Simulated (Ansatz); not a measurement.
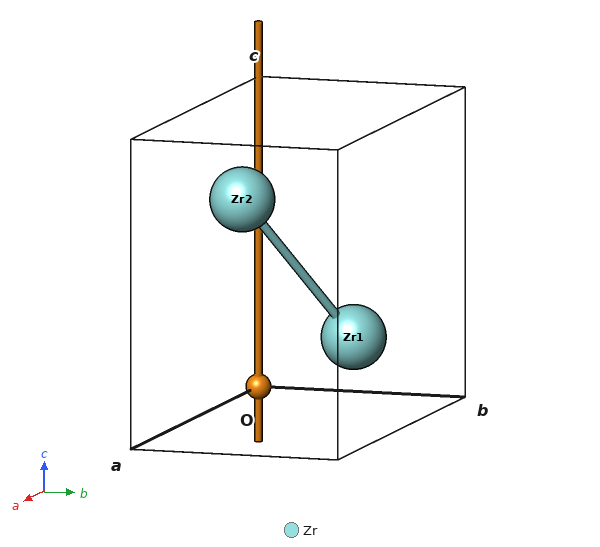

Crystal: Zr, the end point of a relaxation with DFT PBEsol, scalar-relativistic, plane waves, PAW (Ansatz 0.2.0). The coloured rod is the axis of a symmetry operation of the crystal, the small sphere its inversion point. Geometry calculated from the standardised cell; symmetry tolerance 0.002 Å.

a = 3.183 Å, b = 3.183 Å, c = 5.118 Å, α = 90.00°, β = 90.00°, γ = 120.00°.

```json
{"atom": "Zr1", "x": "0.3333", "y": "0.6667", "z": "0.2500"}
{"atom": "Zr2", "x": "0.6667", "y": "0.3333", "z": "0.7500"}
```

Take the operation x, y, z → y, −x+y, −z.

### What kind of operation is it, and where does it lie?

It is a −3 rotoinversion axis with its inversion point at (0, 0, 0), along [0 0 1].

### Onto which atom does it carry each atom (up to whole multiples of a, b and c)?

Zr1 → Zr2, Zr2 → Zr1.
